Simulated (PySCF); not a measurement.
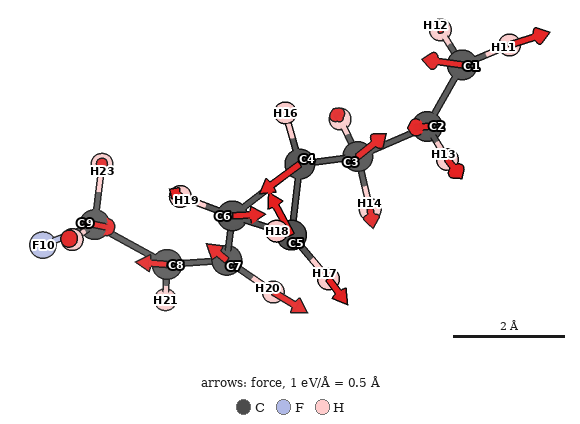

Starting geometry of C9H13F with the computed forces as red arrows. A ball-and-stick model, seen from a free direction.

The start comes from GFN2-xTB. Its atoms were then displaced at random by about 0.01 Å.

The calculation used PBE0-D3(BJ)/def2-SVP geometry optimisation, gas phase (PySCF). 

Is this structure relaxed? If not, where do the atoms go?

Answer. It isn't relaxed: the largest force vector, on a C atom, is 1.95 eV/Å. The final displacements follow the starting forces only in part (cosine between the two patterns 0.32). The atom that moves furthest after the best rigid fit is an H atom (0.11 Å). By element the largest moves are H 0.11 Å, C 0.07 Å, F 0.06 Å. Some distances before and after: C–H 1.048 → 1.093 Å, C–C 1.552 → 1.518 Å, C–H 1.076 → 1.106 Å, C–C 1.486 → 1.512 Å. Bond angles that change, for instance: H–C–H 113.1° → 107.3°, C–C–C 108.3° → 111.9°, H–C–H 109.0° → 106.4°. The energy falls by 5.88 kcal/mol in 10 geometry steps. The run took 3.5 min on 1 thread of Intel(R) Xeon(R) Platinum 8488C, on a shared host.
